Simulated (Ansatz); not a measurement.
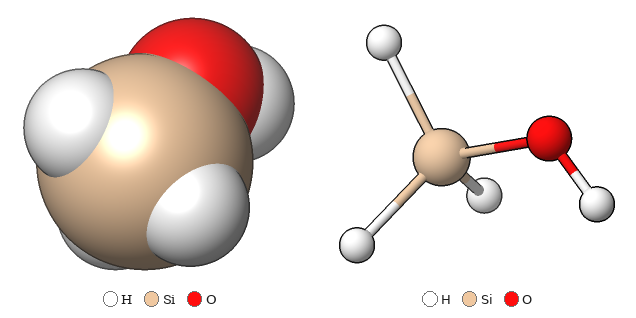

The same structure drawn twice, from different directions.

Computed geometry: PBE0-D4/def2-TZVP optimisation.

Question: Count the atoms of each element.

Answer: H4OSi, 6 atoms: 4 hydrogen, 1 oxygen and 1 silicon.

Question: Count the bonded pairs by element.

Answer: 3 Si–H, 1 O–Si, 1 O–H. Sticks follow a distance rule.

Question: How many atoms are distinct by symmetry?

Answer: 5: 1 H, 1 Si, 1 O, 2 H, 1 H.

More results for the same structure follow; atom numbers are the same in all pictures, views and colours differ.

Shape

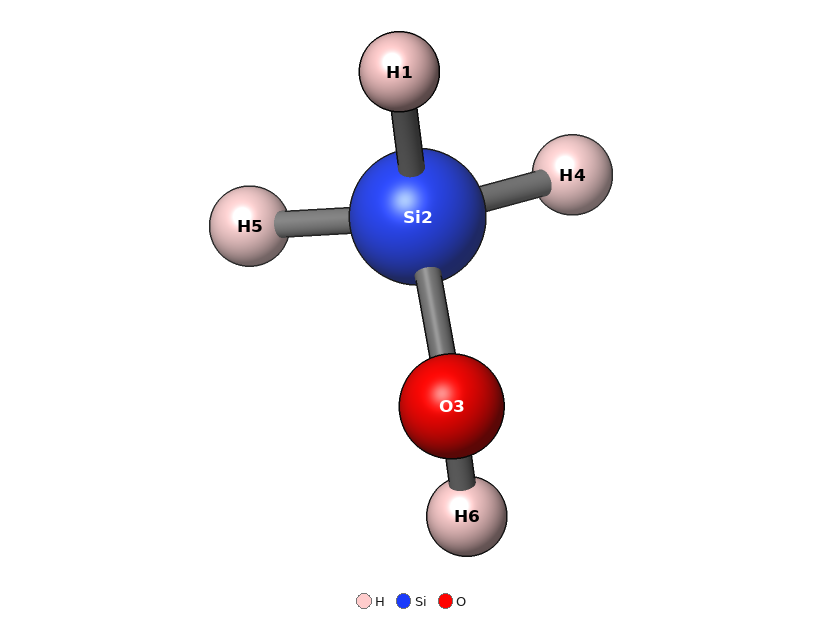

Atoms carry their numbers in the input.

Question: Describe the coordination of atom 3.

Answer: O3 has 2 neighbours (Si2 at 1.65, H6 at 0.96 Å); the arrangement is bent.

Question: What is the geometry at Si2?

Answer: Si2 has 4 neighbours (H1 at 1.48, O3 at 1.65, H4 at 1.49, H5 at 1.49 Å); the arrangement is tetrahedral.

Dipole moment

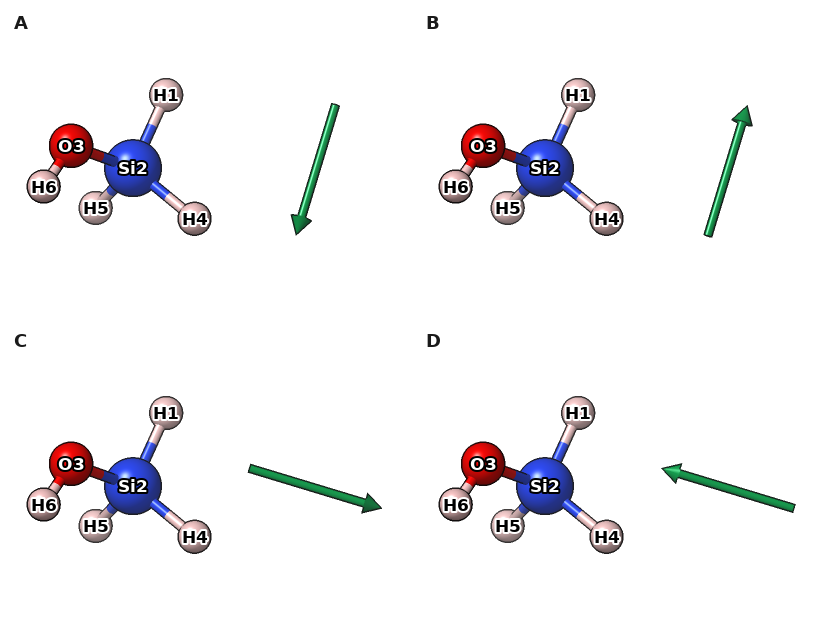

The same molecule four times, each with an arrow. Method: RKS PBE0-D4/def2-TZVP (Ansatz 0.2.0).

Question: Which arrow points along the dipole moment, from the negative to the positive end?

Answer: A. The dipole moment is 1.36 D; it points from the side of H1 to the side of H6 (the outermost atoms at the two ends).

Charges

The questions are on Mulliken charges. Method: RKS PBE0-D4/def2-TZVP (Ansatz 0.2.0).

Question: Which atom carries the highest charge (most positive or least negative)?

Answer: Si2 (0.33 e).

Question: And the lowest?

Answer: O3 (−0.53 e).

List the Mulliken charges.

| atom | value (e) |
| --- | --- |
| H1 | −0.03 |
| Si2 | 0.33 |
| O3 | −0.53 |
| H4 | −0.05 |
| H5 | −0.05 |
| H6 | 0.32 |

Electronic properties

Properties computed with RKS PBE0-D4/def2-TZVPP (Ansatz 0.2.0).

Question: What is the HOMO energy (Kohn–Sham orbital)?

Answer: −8.73 eV.

Question: Estimate the LUMO energy (Kohn–Sham orbital).

Answer: 0.04 eV.

Thermal motion

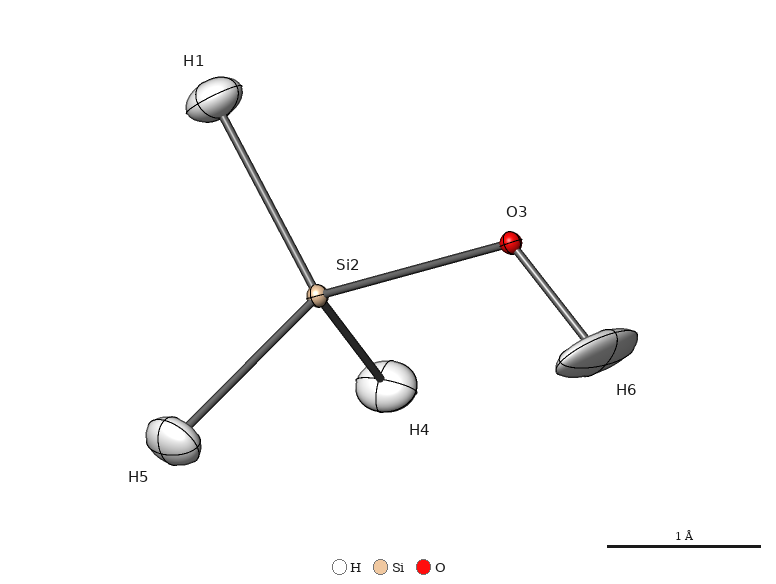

Displacement ellipsoids at the 50 % level, from the internal vibrations of the free molecule (harmonic, no overall translation or rotation; no half-axis is drawn under 0.075 Å). Vibrations computed with RKS PBE0-D4/def2-TZVP (Ansatz 0.2.0). Temperature: 0 K (zero-point motion alone).

Question: Which atom has the largest mean-square displacement?

Answer: H6, with U_eq = 0.0309 Å².

Question: Does H6 move more along its bond or across it?

Answer: Across it: the root-mean-square amplitude is 0.065 Å along the bond and up to 0.264 Å across, since bending and torsion are softer than stretching.

Give the displacement parameters, one line for each set of equivalent atoms.

| atom | U_eq (Å²) | rms amplitudes (Å) |
| --- | --- | --- |
| H1 | 0.0133 | 0.085, 0.118, 0.137 |
| Si2 | 0.00016 | 0.011, 0.011, 0.016 |
| O3 | 0.00047 | 0.012, 0.021, 0.028 |
| H4, H5 | 0.0134 | 0.086, 0.115, 0.140 |
| H6 | 0.0309 | 0.065, 0.138, 0.264 |

Mulliken values depend strongly on the basis set and can even reverse the polarity of a bond.
